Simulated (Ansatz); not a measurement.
Relaxed HfO$_{2}$ (fluorite):

```yaml
crystal:
  lattice:
    - [0.00000, 5.09760, 5.09760]
    - [2.54880, 2.54880, 5.09760]
    - [2.54880, 2.54880, 0.00000]
  atoms:
    - { symbol: Hf, position: [0.00000, 0.00000, 0.00000] }
    - { symbol: Hf, position: [0.50000, 0.00000, 0.00000] }
    - { symbol: O, position: [0.00000, 0.25000, 0.25000] }
    - { symbol: O, position: [0.50000, 0.25000, 0.25000] }
    - { symbol: O, position: [0.00000, 0.75000, 0.75000] }
    - { symbol: O, position: [0.50000, 0.75000, 0.75000] }
```

The atoms are displaced by Q × the pattern below (from a DFPT mode at X = (0.5, 0.5, 0.0), largest move 1; Q in Å), at fixed cell. (q is in reciprocal vectors of the primitive cell; the cell shown is doubled to hold the pattern.)

```tsv
atom	x	y	z
O3	0.000	0.000	1.000
O4	0.000	0.000	-1.000
O5	0.000	0.000	1.000
O6	0.000	0.000	-1.000
```

Atoms not listed stay in place.

These are PBE (plane waves to 420 eV, PAW, scalar-relativistic; Ansatz, an electronic-structure program) values and carry that method's errors. k mesh 11×11×11 (Γ-centred), Fermi-Dirac smearing 0.05 eV. Energies are smeared free energies. HfO2 is run without spin polarisation. HfO2 was relaxed with its symmetry unable to fall. Spin-orbit coupling is left out, though Hf is heavy. This is a high-temperature form of HfO2. The zero of ΔE is the undisplaced structure.

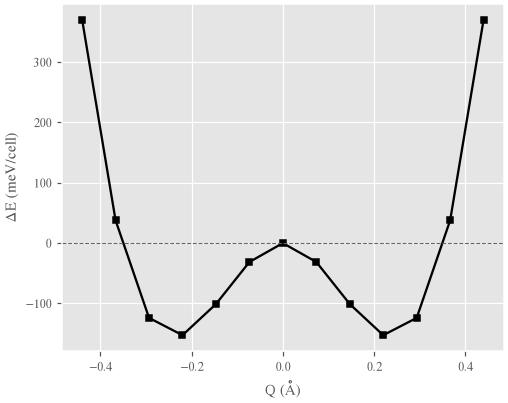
*ΔE (meV/cell) against Q (Å); one marker a computed point.*

Question: Is this a single well or a double well?

Answer: A double well: the undisplaced structure is a maximum between two minima.

Question: What is the energy change at Q = 0.440 Å?

Answer: About 370 meV/cell.

Question: By a smooth curve, how deep is the well, measured from the undisplaced structure?

Answer: About 160 meV/cell, cell held fixed.

Question: By a smooth curve through the points, how far does the most displaced atom move to reach the deepest minimum?

Answer: About 0.24 Å from zero.

(A displaced cell: forces are minus the slopes of the energy, force constants its curvatures, and phonons follow from these.)
